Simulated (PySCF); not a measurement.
# CH10Si3 (SMILES C[SiH]([SiH3])[SiH3]) at 4 levels

Aim: a comparison of 4 runs (HF/3-21G, HF/def2-SVP, B3LYP/6-31G*, PBE0/def2-SVP) of CH10Si3. The job is set up through a Python script.

Program for the calculation: PySCF 2.14.0.

**1. Starting point**

The species is CH10Si3 (14 atoms), meant as a singlet with charge 0. As SMILES, `C[SiH]([SiH3])[SiH3]`. Geometry: relaxed at PBE0-D4/def2-TZVP.

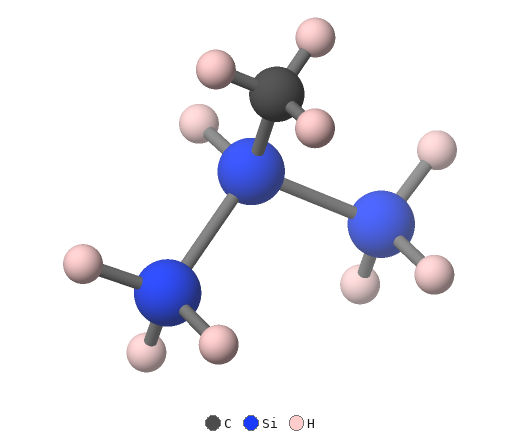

Viewed from a chosen angle; carbon dark grey, silicon blue, hydrogen pink.

**2. Energy and gradient at HF/3-21G (run 1)**

Input file input.xyz:

```xyz
14
CH10Si3
C     -0.621700     1.370500    -1.255200
Si    -0.466400     0.298200     0.284600
Si     1.654300     0.510300     1.251000
Si    -0.829600    -1.958200    -0.218200
H     -1.615900     1.271900    -1.696600
H     -0.458700     2.422700    -1.011800
H      0.115300     1.076100    -2.005600
H     -1.480300     0.715600     1.298300
H      1.754900    -0.322100     2.480600
H      1.946100     1.925500     1.613700
H      2.698600     0.055200     0.291300
H     -0.717500    -2.793000     1.008800
H      0.186700    -2.430400    -1.199600
H     -2.178900    -2.171400    -0.812600
```

Input file run.py:

```python
from pyscf import gto, scf

system = gto.M(
    atom='input.xyz',
    verbose=4,
    max_memory=1860,
    basis='3-21g',
    spin=0,
)

mf = scf.RHF(system)
mf.conv_tol = 1e-10
mf.kernel()
if not mf.converged:
    mf = mf.newton().run(mf.mo_coeff, mf.mo_occ)

etot = mf.e_tot
print('E(%s) = %.9f' % ('HF', etot))
grad = mf.nuc_grad_method().kernel()
mf.analyze()
```

Command:

```
$ OMP_NUM_THREADS=1 python run.py
```

The log of the run:

```text
PySCF version 2.14.0

[... 83 lines left out ...]
Two-electron Energy =                  616.777471985283455
[... 8 lines left out ...]
MO #5   energy= -6.10250891335236  occ= 2
[... 6 lines left out ...]
MO #12  energy= -4.19482833415104  occ= 2
[... 6 lines left out ...]
MO #19  energy= -0.727418978347837 occ= 2
[... 6 lines left out ...]
MO #26  energy= -0.478382996698408 occ= 2
[... 6 lines left out ...]
MO #33  energy= 0.158400359038325  occ= 0
[... 6 lines left out ...]
MO #40  energy= 0.315098092051611  occ= 0
[... 6 lines left out ...]
MO #47  energy= 0.497990827871724  occ= 0
[... 6 lines left out ...]
MO #54  energy= 0.781829197256663  occ= 0
[... 6 lines left out ...]
MO #61  energy= 1.34517335299196   occ= 0
[... 6 lines left out ...]
MO #68  energy= 1.99845594390854   occ= 0
[... 46 lines left out ...]
pop of  3 Si 3pz          0.85987
pop of  3 Si 4px          0.00960
pop of  3 Si 4py          0.00929
pop of  3 Si 4pz          0.00973
pop of  4 H 1s            0.88460
pop of  4 H 2s            0.00849
pop of  5 H 1s            0.88458
pop of  5 H 2s            0.00849
pop of  6 H 1s            0.88725
pop of  6 H 2s            0.00830
pop of  7 H 1s            1.09325
pop of  7 H 2s            0.00166
pop of  8 H 1s            1.08643
pop of  8 H 2s            0.00137
pop of  9 H 1s            1.08662
pop of  9 H 2s            0.00122
pop of  10 H 1s           1.08934
pop of  10 H 2s           0.00142
pop of  11 H 1s           1.08648
pop of  11 H 2s           0.00137
pop of  12 H 1s           1.08930
pop of  12 H 2s           0.00142
pop of  13 H 1s           1.08661
pop of  13 H 2s           0.00122
 ** Mulliken atomic charges  **
charge of    0C =     -0.50937
charge of    1Si =      0.32566
charge of    2Si =      0.24657
charge of    3Si =      0.24656
charge of    4H =      0.10691
charge of    5H =      0.10693
charge of    6H =      0.10445
charge of    7H =     -0.09490
charge of    8H =     -0.08780
charge of    9H =     -0.08784
charge of   10H =     -0.09076
charge of   11H =     -0.08786
charge of   12H =     -0.09072
charge of   13H =     -0.08783
Dipole moment(X, Y, Z, Debye): -0.29366,  0.65368, -0.60158
```

Run time: 8.1 s. Hardware: 1 thread of Intel Xeon at 2.50GHz (Skylake/Cascade Lake), shared host; peak memory 0.14 GiB.

**3. Energy and forces at HF/def2-SVP (run 2)**

Input file job.py:

```python
# C[SiH]([SiH3])[SiH3]
from pyscf import gto, scf

mol = gto.M(
    atom='''
C     -0.621700     1.370500    -1.255200
Si    -0.466400     0.298200     0.284600
Si     1.654300     0.510300     1.251000
Si    -0.829600    -1.958200    -0.218200
H     -1.615900     1.271900    -1.696600
H     -0.458700     2.422700    -1.011800
H      0.115300     1.076100    -2.005600
H     -1.480300     0.715600     1.298300
H      1.754900    -0.322100     2.480600
H      1.946100     1.925500     1.613700
H      2.698600     0.055200     0.291300
H     -0.717500    -2.793000     1.008800
H      0.186700    -2.430400    -1.199600
H     -2.178900    -2.171400    -0.812600
''',
    verbose=4,
    basis='def2-svp',
    charge=0,
    max_memory=1860,
    spin=0,
)

calc0 = scf.RHF(mol)
calc0.conv_tol = 1e-10
calc0.kernel()
if not calc0.converged:
    calc0 = calc0.newton().run(calc0.mo_coeff, calc0.mo_occ)

e_tot = calc0.e_tot
print('Final energy', e_tot)
grad = calc0.nuc_grad_method().kernel()
calc0.analyze()
```

Command:

```
$ OMP_NUM_THREADS=1 python job.py
```

The log of the run:

```text
PySCF version 2.14.0

[... 84 lines left out ...]
One-electron Energy =                -1798.099266507444327
[... 12 lines left out ...]
MO #8   energy= -4.23163797906806  occ= 2
[... 10 lines left out ...]
MO #19  energy= -0.713634901563726 occ= 2
[... 10 lines left out ...]
MO #30  energy= 0.117062271185977  occ= 0
[... 10 lines left out ...]
MO #41  energy= 0.260339371345529  occ= 0
[... 10 lines left out ...]
MO #52  energy= 0.54075419934163   occ= 0
[... 10 lines left out ...]
MO #63  energy= 0.7627324136749    occ= 0
[... 10 lines left out ...]
MO #74  energy= 0.947362707222309  occ= 0
[... 10 lines left out ...]
MO #85  energy= 1.51203340008031   occ= 0
[... 10 lines left out ...]
MO #96  energy= 1.93455403531969   occ= 0
[... 10 lines left out ...]
MO #107 energy= 2.28187158748166   occ= 0
[... 10 lines left out ...]
MO #118 energy= 3.28086521482788   occ= 0
[... 96 lines left out ...]
pop of  9 H 2s            0.00211
pop of  9 H 2px           0.00023
pop of  9 H 2py           0.00380
pop of  9 H 2pz           0.00031
pop of  10 H 1s           1.11962
pop of  10 H 2s           0.00216
pop of  10 H 2px          0.00225
pop of  10 H 2py          0.00041
pop of  10 H 2pz          0.00170
pop of  11 H 1s           1.11578
pop of  11 H 2s           0.00218
pop of  11 H 2px          0.00005
pop of  11 H 2py          0.00150
pop of  11 H 2pz          0.00286
pop of  12 H 1s           1.11961
pop of  12 H 2s           0.00216
pop of  12 H 2px          0.00195
pop of  12 H 2py          0.00053
pop of  12 H 2pz          0.00188
pop of  13 H 1s           1.11619
pop of  13 H 2s           0.00211
pop of  13 H 2px          0.00348
pop of  13 H 2py          0.00015
pop of  13 H 2pz          0.00070
 ** Mulliken atomic charges  **
charge of    0C =     -0.49388
charge of    1Si =      0.36702
charge of    2Si =      0.35334
charge of    3Si =      0.35332
charge of    4H =      0.09747
charge of    5H =      0.09749
charge of    6H =      0.09541
charge of    7H =     -0.12790
charge of    8H =     -0.12233
charge of    9H =     -0.12266
charge of   10H =     -0.12615
charge of   11H =     -0.12237
charge of   12H =     -0.12613
charge of   13H =     -0.12264
Dipole moment(X, Y, Z, Debye): -0.31353,  0.67682, -0.60687
```

Run time: 38 s. Hardware: 1 thread of Intel Xeon at 2.50GHz (Skylake/Cascade Lake), shared host; peak memory 0.3 GiB.

Run 3 isn't shown in full; the table further down has it.

**4. Energy and forces at PBE0/def2-SVP (run 4)**

Input file run.py:

```python
# C[SiH]([SiH3])[SiH3]
import pyscf.grad
from pyscf import gto, dft

mol = gto.Mole()
mol.atom = '''
C     -0.621700     1.370500    -1.255200
Si    -0.466400     0.298200     0.284600
Si     1.654300     0.510300     1.251000
Si    -0.829600    -1.958200    -0.218200
H     -1.615900     1.271900    -1.696600
H     -0.458700     2.422700    -1.011800
H      0.115300     1.076100    -2.005600
H     -1.480300     0.715600     1.298300
H      1.754900    -0.322100     2.480600
H      1.946100     1.925500     1.613700
H      2.698600     0.055200     0.291300
H     -0.717500    -2.793000     1.008800
H      0.186700    -2.430400    -1.199600
H     -2.178900    -2.171400    -0.812600
'''
mol.verbose = 3
mol.spin = 0
mol.basis = 'def2-svp'
mol.max_memory = 1860
mol.build()

mf = dft.RKS(mol)
mf.xc = 'pbe0'
mf.grids.level = 5
mf.conv_tol = 1e-10
mf.kernel()
if not mf.converged:
    mf = mf.newton().run(mf.mo_coeff, mf.mo_occ)

energy = mf.e_tot
print('E(%s) = %.9f' % ('PBE0', energy))
grad = mf.Gradients().kernel()
dip = mf.dip_moment()
pop, q = mf.mulliken_pop()
```

Command:

```
$ OMP_NUM_THREADS=1 python run.py
```

The log of the run:

```text
converged SCF energy = -911.866618053374
[... 9 lines left out ...]
Dipole moment(X, Y, Z, Debye): -0.29121,  0.69500, -0.67532
[... 94 lines left out ...]
pop of  9 H 1s            0.72417
pop of  9 H 2s            0.31428
pop of  9 H 2px           0.00161
pop of  9 H 2py           0.00700
pop of  9 H 2pz           0.00145
pop of  10 H 1s           0.72470
pop of  10 H 2s           0.31824
pop of  10 H 2px          0.00466
pop of  10 H 2py          0.00157
pop of  10 H 2pz          0.00376
pop of  11 H 1s           0.72461
pop of  11 H 2s           0.31368
pop of  11 H 2px          0.00099
pop of  11 H 2py          0.00350
pop of  11 H 2pz          0.00554
pop of  12 H 1s           0.72466
pop of  12 H 2s           0.31826
pop of  12 H 2px          0.00406
pop of  12 H 2py          0.00206
pop of  12 H 2pz          0.00387
pop of  13 H 1s           0.72418
pop of  13 H 2s           0.31424
pop of  13 H 2px          0.00648
pop of  13 H 2py          0.00152
pop of  13 H 2pz          0.00205
 ** Mulliken atomic charges  **
charge of    0C =     -0.32668
charge of    1Si =      0.05311
charge of    2Si =      0.17790
charge of    3Si =      0.17790
charge of    4H =      0.08488
charge of    5H =      0.08488
charge of    6H =      0.08168
charge of    7H =     -0.03425
charge of    8H =     -0.04828
charge of    9H =     -0.04851
charge of   10H =     -0.05293
charge of   11H =     -0.04832
charge of   12H =     -0.05291
charge of   13H =     -0.04848
```

Run time: 1.8 min. Hardware: 1 thread of Intel Xeon at 2.50GHz (Skylake/Cascade Lake), shared host; peak memory 1.2 GiB.

**5. All runs side by side**

```tsv
run	level	Cartesian functions	integration grid	energy (Eh)	dipole moment (D)	HOMO energy (eV)	LUMO energy (eV)	wall time
1	HF/3-21G	no	–	-905.634889	0.94	-10.18	3.36	8.1 s
2	HF/def2-SVP	no	–	-910.181415	0.96	-10.28	3.19	38 s
3	B3LYP/6-31G* (Cartesian functions)	yes	5	-912.607442	1.06	-7.42	0.02	93 s
4	PBE0/def2-SVP	no	5	-911.866618	1.01	-7.77	-0.02	1.8 min
```

**6. Summary of results**

| quantity | value |
| --- | --- |
| run 4: total energy | -911.86662 Eh |
| run 4: dipole moment | 1.01 D |
| run 4: HOMO energy | -7.77 eV |
| run 4: LUMO energy | -0.02 eV |
| run 4: HOMO–LUMO gap | 7.75 eV |
| run 4: largest force on an atom | 0.297 eV/Å |

The dipole moment (its size) runs from 0.94 D (HF/3-21G) to 1.06 D (B3LYP/6-31G*). The two ends differ in method and basis. The HOMO–LUMO gap runs from 7.44 eV (B3LYP/6-31G*) to 13.54 eV (HF/3-21G). Totals of different functionals can't be ranked against each other. All runs together took 4.1 min, the longest 1.8 min.
